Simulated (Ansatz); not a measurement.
```sh
ansatz run in.yaml --threads 2 --pin off --events-out ev --progress --plain --max-ram 4352MiB
```

```yaml
crystal:
  periodic: [false, false, false]
  atoms:
    - {symbol: F, position_ang: [1.855670, 0.379818, -1.085153]}
    - {symbol: Al, position_ang: [-0.289805, -0.868417, -1.500099]}
    - {symbol: Al, position_ang: [-1.184266, -0.088310, 1.001323]}
    - {symbol: F, position_ang: [-2.644564, -0.756474, 1.462667]}
    - {symbol: H, position_ang: [2.247802, 0.174596, -1.899935]}
    - {symbol: H, position_ang: [-0.595320, 0.889143, 2.135199]}
basis:
  gaussian: {orbitals: def2-TZVPP}
hamiltonian: {xc: {name: wB97M-V}}
```

What structure does this define?

It has 6 atoms: 2 aluminium, 2 fluorine and 2 hydrogen (Al₂F₂H₂). Judged by distances it falls into 3 fragments: HF, Al, AlFH. Coordination: 1 Al bent.

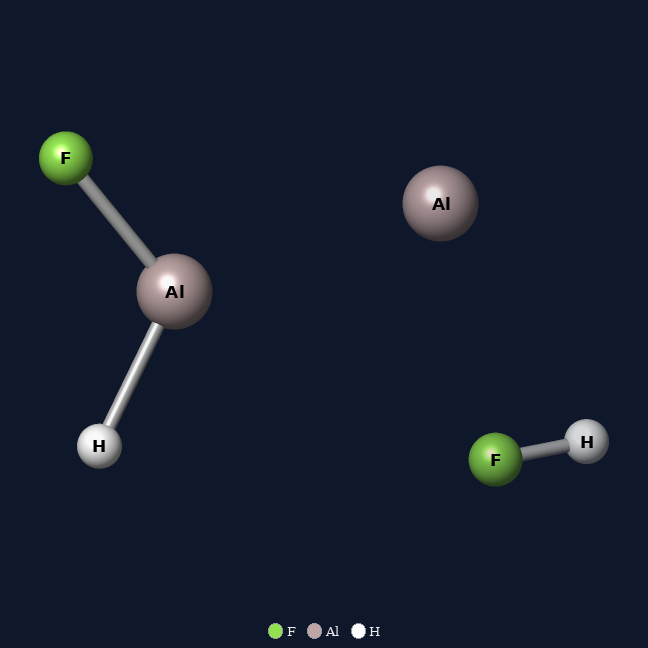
